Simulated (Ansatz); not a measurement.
# One shape, several levels: BSiH5 (BH2(SiH3))

Aim: a comparison of 6 runs (r2SCAN/STO-3G, revPBE/STO-3G, wB97X/STO-3G, UMP2/STO-3G, CCSDT(Q)/STO-3G, UCCSD(T)/STO-3G) of BSiH5 (BH2(SiH3)). 

The results are computed with Ansatz 0.2.0.

49 further runs of the same task are left out: 1 that didn't finish, 48 set aside as unsound or not needed.

**1. The structure to begin with**

BSiH5: 7 atoms, total charge 0, spin state singlet. SMILES: `[H]B([H])[SiH3]`. The H7–Si4 distance was set to 1.842 Å, away from the relaxed value.

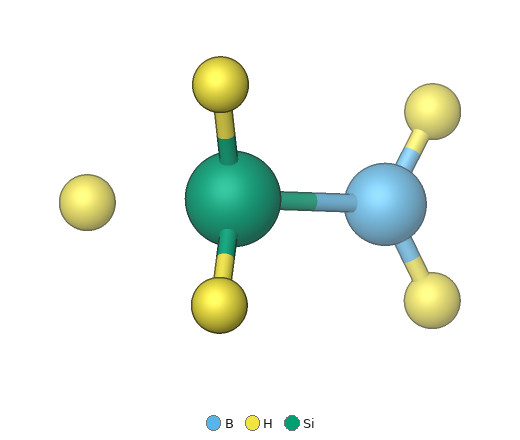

Viewed from a chosen angle; boron blue, hydrogen yellow, silicon teal.

**2. A single-point energy at r2SCAN/STO-3G (run 1)**

Contents of job.yaml:

```yaml
basis:
  gaussian: {orbitals: STO-3G}
crystal:
  periodic: [false, false, false]
  atoms:
    - {symbol: B, position_ang: [0.653369, 1.162723, 0.348024]}
    - {symbol: H, position_ang: [1.822969, 1.201093, 0.369464]}
    - {symbol: H, position_ang: [0.097049, 2.191143, 0.294064]}
    - {symbol: Si, position_ang: [-0.319851, -0.533807, 0.360464]}
    - {symbol: H, position_ang: [-1.655921, -0.481547, 0.975054]}
    - {symbol: H, position_ang: [0.358359, -1.640017, 1.055134]}
    - {symbol: H, position_ang: [-0.608990, -1.154610, -1.349820]}
hamiltonian: {xc: {name: r2SCAN}}
accuracy: high
```

Launch:

```bash
$ ansatz run job.yaml --threads 1 --pin off --max-ram 2610MiB --events-out events.jsonl --progress --plain --runs-dir runs
```

Log:

```text
Warning: RAYON_NUM_THREADS=1 ignored (pool sized by the plan → 1); use --threads N
Functional definition: r2SCAN
  name "r2SCAN"
  parameter k0 = 0.174
  parameter k1 = 0.065
  parameter a1 = 4.9479
  exchange = r2scan_x(k0 = k0, k1 = k1, a1 = a1)
  correlation = r2scan_c
333 factors; integrals over basis functions are off by at most 1.3e-8 eV
mean field evaluation 1: about -8530.9498 eV, gradient 1.6e1 eV
mean field evaluation 2: about -8530.5026 eV, gradient 1.8e1 eV
mean field evaluation 4: about -8531.9374 eV, gradient 3.1e-1 eV
mean field evaluation 8: about -8531.8390 eV, gradient 1.8e-2 eV
mean field evaluation 16: about -8531.8390 eV, gradient 6.7e-8 eV
mean field -8531.83900309 eV, -313.5393002754 hartree, gradient 6.7e-8 eV, S^2 0.000000; 0 other end points of the search recorded, 0 dependent functions left out
reference -8531.83900356 eV, -313.5393002926 hartree; 12, 12 occupied and 7, 7 virtual orbitals, 333 factors
Total energy: -8531.83900356 eV, -313.5393002926 hartree
```

Wall time 2.3 s (1 thread of Arm Neoverse V2, shared host); peak memory 0.14 GiB.

**3. A single-point energy at revPBE/STO-3G (run 2)**

Contents of input.yaml:

```yaml
crystal:
  periodic: [false, false, false]
  atoms:
    - {symbol: B, position_ang: [0.653369, 1.162723, 0.348024]}
    - {symbol: H, position_ang: [1.822969, 1.201093, 0.369464]}
    - {symbol: H, position_ang: [0.097049, 2.191143, 0.294064]}
    - {symbol: Si, position_ang: [-0.319851, -0.533807, 0.360464]}
    - {symbol: H, position_ang: [-1.655921, -0.481547, 0.975054]}
    - {symbol: H, position_ang: [0.358359, -1.640017, 1.055134]}
    - {symbol: H, position_ang: [-0.608990, -1.154610, -1.349820]}
basis:
  gaussian:
    orbitals: STO-3G
hamiltonian:
  xc: {name: revPBE}
accuracy: high
```

Launch:

```bash
$ ansatz run input.yaml --threads 1 --pin off --max-ram 2610MiB --events-out events.jsonl --progress --plain --runs-dir runs
```

Log:

```text
Warning: RAYON_NUM_THREADS=1 ignored (pool sized by the plan → 1); use --threads N
Functional definition: revPBE
  name "revPBE"
  parameter kappa = 1.245
  parameter beta = 0.06672455060314922
  exchange = pbe_x(kappa = kappa, mu = beta*pi^2/3)
  correlation = pbe_c(beta = beta)
333 factors; integrals over basis functions are off by at most 1.3e-8 eV
mean field evaluation 1: about -8530.2287 eV, gradient 1.8e1 eV
mean field evaluation 2: about -8529.1751 eV, gradient 2.2e1 eV
mean field evaluation 4: about -8531.4261 eV, gradient 4.6e-1 eV
mean field evaluation 8: about -8531.3270 eV, gradient 4.5e-3 eV
mean field evaluation 16: about -8531.3270 eV, gradient 2.9e-8 eV
mean field -8531.32698360 eV, -313.5204839063 hartree, gradient 2.9e-8 eV, S^2 0.000000; 0 other end points of the search recorded, 0 dependent functions left out
reference -8531.32698612 eV, -313.5204839986 hartree; 12, 12 occupied and 7, 7 virtual orbitals, 333 factors
Total energy: -8531.32698612 eV, -313.5204839986 hartree
```

Wall time 1 s (1 thread of Arm Neoverse V2, shared host); peak memory 0.098 GiB.

Runs 3 to 5 aren't shown in full; the table further down has their settings and results.

**4. A single-point energy at UCCSD(T)/STO-3G (run 6)**

Contents of job.yaml:

```yaml
crystal:
  periodic: [false, false, false]
  atoms:
    - symbol: B
      position_ang: [0.653369, 1.162723, 0.348024]
    - symbol: H
      position_ang: [1.822969, 1.201093, 0.369464]
    - symbol: H
      position_ang: [0.097049, 2.191143, 0.294064]
    - symbol: Si
      position_ang: [-0.319851, -0.533807, 0.360464]
    - symbol: H
      position_ang: [-1.655921, -0.481547, 0.975054]
    - symbol: H
      position_ang: [0.358359, -1.640017, 1.055134]
    - symbol: H
      position_ang: [-0.608990, -1.154610, -1.349820]
basis:
  gaussian:
    orbitals: STO-3G
total_charge: 0
magnetization:
  spin_polarized: true
  initial_magnetization: 0
correlation:
  method: ccsd_t
  frozen_orbitals: {B: 1, H: 0, Si: 5}
accuracy: high
scf:
  omitted_lower_state_checks: [cluster_reference, increment]
```

Launch:

```bash
$ ansatz run job.yaml --threads 1 --pin off --max-ram 2610MiB --events-out events.jsonl --progress --plain --runs-dir runs
```

Log:

```text
Warning: RAYON_NUM_THREADS=1 ignored (pool sized by the plan → 1); use --threads N
[... 12 lines left out ...]
6 core orbitals not correlated: weight in the atoms' cores, before any rotation towards them, 1.000 or more for the frozen orbitals, at most 0.000 for the correlated occupied ones
[... 25 lines left out ...]
Total energy: -8514.74607213 eV, -312.9111466485 hartree
Checks for a lower state left out: cluster_reference, increment
```

Wall time 0.18 s (1 thread of Arm Neoverse V2, shared host).

**5. All runs side by side**

```tsv
run	level	frozen core orbitals	energy (Eh)	wall time
1	r2SCAN/STO-3G	–	-313.539300	2.3 s
2	revPBE/STO-3G	–	-313.520484	1 s
3	wB97X/STO-3G	–	-313.571355	4.8 s
4	UMP2/STO-3G	6	-312.870452	0.1 s
5	CCSDT(Q)/STO-3G	6	-312.911625	0.26 s
6	UCCSD(T)/STO-3G	6	-312.911147	0.18 s
```

**6. Outcome**

| quantity | value |
| --- | --- |
| run 6: total energy | -312.91115 Eh |
| run 6: correlation energy (6 core orbitals frozen) | -122.4 mEh |
| run 6: (T) correction | -1.09 mEh |
| run 6: T1 diagnostic | 0.009 |

In words: Totals of different functionals can't be ranked against each other. In runs 1, 2, 3, 4, 5, 6 the basis is minimal, so the values are rough. All runs together took 8.6 s, the longest 4.8 s.
